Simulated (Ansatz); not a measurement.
Zr3N4 (space group I-43d)

Space group I-43d (No. 220); a = b = c = 6.703 Å, α = β = γ = 90.00°

```
atom  site  symmetry       x       y       z
----  ----  --------  ------  ------  ------
Zr     12a      -4..  0.0000  0.2500  0.3750
N      16c       .3.  0.0709  0.0709  0.0709
```
(The calculation used a cell of 14 atoms; values per cell refer to that cell.)

This relaxed cell (volume V₀) is scaled evenly in all directions, its shape held. The atoms relax within the cell's symmetry.

These are PBEsol (plane waves to 420 eV, PAW, scalar-relativistic; Ansatz, a first-principles code) values and carry that method's errors. k mesh 6×6×6 (Γ-centred), Fermi-Dirac smearing 0.05 eV. The energy includes the smearing's −TS. Zr3N4 is run without spin polarisation. Zr3N4 was relaxed with its symmetry unable to fall. The zero of ΔE is the relaxed starting cell.

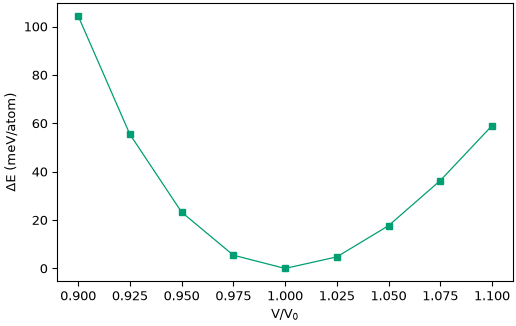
*ΔE (meV/atom) against V/V₀; one marker a computed point.*

**Question.** What is ΔE at V/V₀ = 1.100?

**Answer.** About 59 meV/atom.

**Question.** What is ΔE at V/V₀ = 0.900?

**Answer.** About 100 meV/atom.

**Question.** What bulk modulus B₀ follows from a third-order Birch-Murnaghan fit?

**Answer.** About 230 GPa.

(A scan under strain: stresses follow from slopes of the energy per volume, elastic moduli from its curvatures.)
